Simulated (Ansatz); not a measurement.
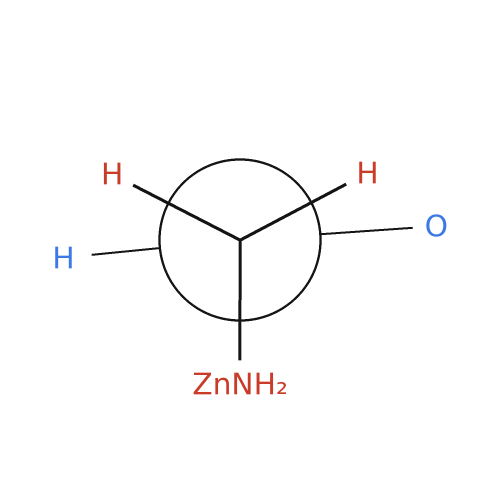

A Newman projection along the C–C bond, carbon in front; angles are drawn as computed, but eclipsed bonds slightly apart. Computed geometry: PBE-D4/def2-SVP optimisation. No frequency run is at hand to confirm it as a minimum.

**Which molecule is it?**

C2H5NOZn, [NH2][Zn][CH2]C=O

**What is the torsion angle from the front ZnNH2 to the back O? The sign is positive where the front bond must turn clockwise to cover the back bond.**

−94°, about perpendicular.
